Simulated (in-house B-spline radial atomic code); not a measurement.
# Cr¹⁰⁺: ionisation energy by several methods

Wanted: one ionisation energy, Cr¹⁰⁺ to configuration [Ne] 3s2 3p1, up the ladder of functionals.

Method: non-relativistic, several functionals, spin-polarised, exact exchange averaged over the configuration; spherical all-electron atom at the radial basis limit. Code: in-house B-spline radial atomic code version 1.

**1. The system**

| Quantity | Value |
| --- | --- |
| element | chromium (Z = 24) |
| charge | +10 |
| electrons | 14 |
| configuration | [Ne] 3s2 3p2 |
| nucleus | point |

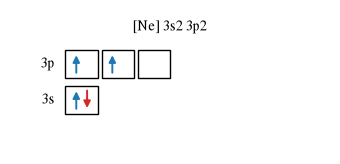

Outer shells as boxes.

Where spins are not typed, each open shell is filled with up spins first.

**2. r2SCAN0**

Settings, as recorded:

```ini
Z = 24
electrons = 14.0
configuration = [Ne] 3s2 3p2
hamiltonian = nr
method = r2scan0
spin_polarised = True
exact_exchange = averaged over the configuration
```

Run with:

```
python run_scf.py task.json out
```

One command runs all members of the session, one after another, from task.json.

**3. LC-ωPBE**

Changes to the settings of step 2:

```diff
@@ -4,3 +4,3 @@
 hamiltonian = nr
-method = r2scan0
+method = lc_wpbe
 spin_polarised = True
```

**4. PBE0**

Changes to the settings of step 3:

```diff
@@ -4,3 +4,3 @@
 hamiltonian = nr
-method = lc_wpbe
+method = pbe0
 spin_polarised = True
```

**5. B97-1**

Changes to the settings of step 4:

```diff
@@ -4,3 +4,3 @@
 hamiltonian = nr
-method = pbe0
+method = b97_1
 spin_polarised = True
```

**6. B3LYP**

Changes to the settings of step 5:

```diff
@@ -4,3 +4,3 @@
 hamiltonian = nr
-method = b97_1
+method = b3lyp
 spin_polarised = True
```

**7. BHandHLYP**

Changes to the settings of step 6:

```diff
@@ -4,3 +4,3 @@
 hamiltonian = nr
-method = b3lyp
+method = bhandhlyp
 spin_polarised = True
```

The tabulated ionisation energy is 270.8 ± 0.5 eV (semi-empirical; NIST Atomic Spectra Database). What does each method give, and which comes nearest?

The runs gave:

| method | rung | total energy (hartree) | ΔSCF (eV) | −ε highest (eV) | ΔSCF less tabulated (eV) |
| --- | --- | --- | --- | --- | --- |
| r2SCAN0 | global hybrid | -1005.3418 | 269.68 | 259.88 (3p up) | -1.12 |
| PBE0 | global hybrid | -1005.1990 | 269.47 | 259.40 (3p up) | -1.33 |
| B97-1 | global hybrid | -1005.3379 | 269.47 | 258.80 (3p up) | -1.33 |
| B3LYP | global hybrid | -1005.3935 | 269.62 | 258.75 (3p up) | -1.18 |
| BHandHLYP | global hybrid | -1005.4486 | 269.37 | 262.71 (3p up) | -1.43 |
| LC-ωPBE | range-separated hybrid | -1005.1978 | 269.61 | 261.72 (3p up) | -1.19 |

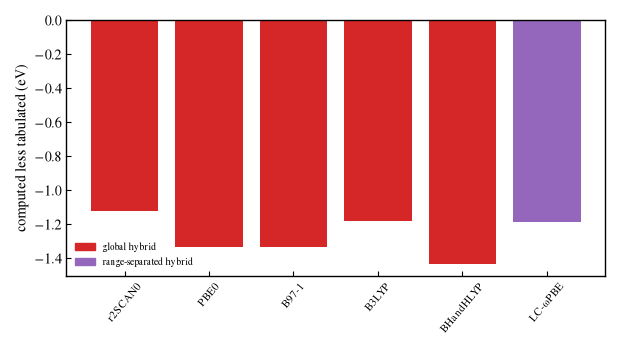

Error of each method against the tabulated value; one colour a rung.

**Reading.** Against the tabulated ionisation energy, 270.8 ± 0.5 eV (semi-empirical; NIST Atomic Spectra Database), the best here is r2SCAN0 (-1.12 eV) and the worst BHandHLYP (-1.43 eV, or 0.53 %). All methods miss on the same side by much the same amount, which points to something that they share. These runs lack relativity altogether, which can outweigh the gaps between the methods, so the nearest may be so by luck. Open shells are averaged (over orientations, and over spins where the run is restricted), while tables refer to the lowest levels.
